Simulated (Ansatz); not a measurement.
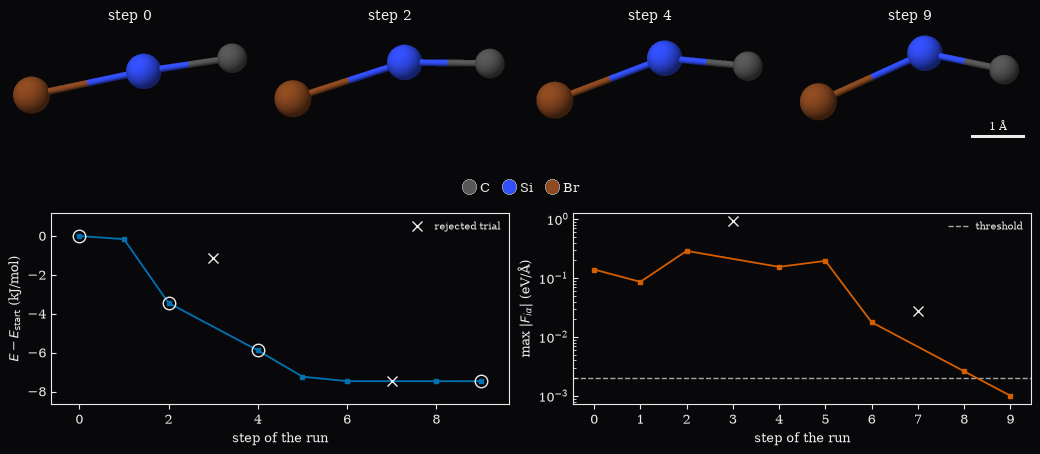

Frames of a relaxation of SiCBr (multiplicity 2), marked on the history of the run. Style: ball-and-stick. Shown from a free direction.

Level of theory: Ansatz 0.2.0, UKS PBE-D4/def2-SVP.

Input
```yaml
crystal:
  periodic: [false, false, false]
  atoms:
    - {symbol: C, position_ang: [1.259499, 1.241741, 0.767489]}
    - {symbol: Si, position_ang: [0.099665, 0.078527, 0.137388]}
    - {symbol: Br, position_ang: [-1.372673, -1.309227, -0.801076]}
basis:
  gaussian: {orbitals: def2-SVP}
magnetization: {spin_polarized: true, initial_magnetization: 1}
hamiltonian: {xc: pbe, dispersion: d4}
relax: {f_tol: 0.002, max_steps: 80, max_displacement: 0.2}
```

Command:
```bash
ansatz run in.yaml --threads 2 --pin off --events-out ev --progress --plain --max-ram 3481MiB
```

### What happens along the run?

Si2 moves most after the best rigid fit: 0.43 Å. By element the largest moves are Si 0.43 Å, C 0.29 Å, Br 0.23 Å. Among the contacts that change: C1–Si2 1.759 → 1.737 Å, Si2–Br3 2.230 → 2.226 Å. Bond angles that change, for instance: C1–Si2–Br3 175.8° → 137.0°. Over 7 accepted moves (9 points after the start) the energy falls by 7.47 kJ/mol. The largest force component goes from 0.14 to 0.001 eV/Å. The line search rejected the trial steps at points 3, 7 of the run. Cost: 2.5 min on 2 threads of AMD EPYC, with other jobs on the host. From step 0 to 2: Si2 moves most (0.21 Å), energy −3.44 kJ/mol. From step 2 to 4: Si2 moves most (0.10 Å), energy −2.44 kJ/mol. From step 4 to 9: Si2 moves most (0.12 Å), energy −1.59 kJ/mol.

```
step  E − E(0), kJ/mol  largest force component, eV/Å      note
   0              0.00                         0.1399          
   1             -0.16                         0.0864          
   2             -3.44                         0.2895          
   3             -1.16                         0.9142  rejected
   4             -5.88                         0.1553          
   5             -7.24                         0.1962          
   6             -7.47                         0.0178          
   7             -7.46                         0.0282  rejected
   8             -7.47                         0.0026          
   9             -7.47                         0.0010
```
